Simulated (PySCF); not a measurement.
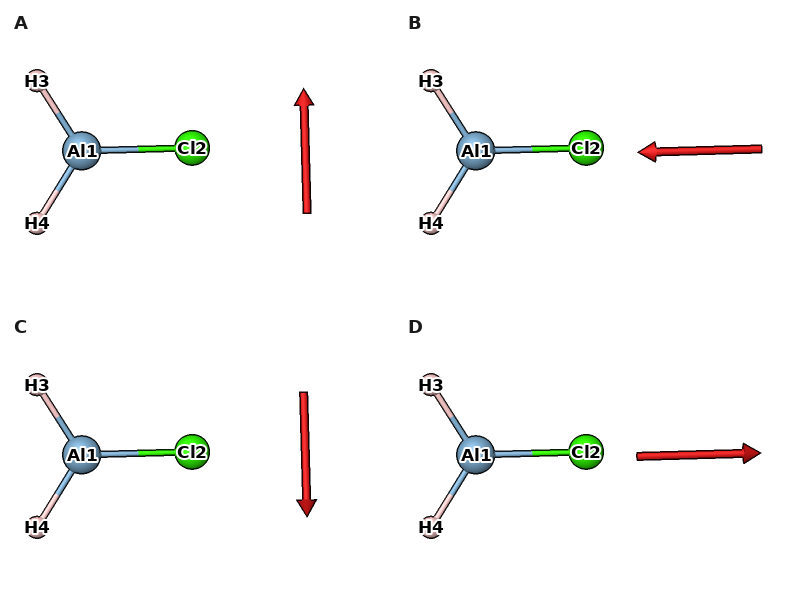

The same molecule four times, each with an arrow. Computed geometry: GFN2-xTB optimisation. No frequency run is at hand to confirm it as a minimum. Properties computed with PBE0/pcSseg-1, gas phase (PySCF 2.14.0).

> Which arrow points along the dipole moment, from the negative to the positive end?

B. The dipole moment is 0.82 D; it points from the side of Cl2 to the side of H3, H4 (the outermost atoms at the two ends).

The geometry is semi-empirical. Around Al such bond lengths and angles can be off by a tenth of an ångström or more and by several degrees, and values that hang on the shape move with them.
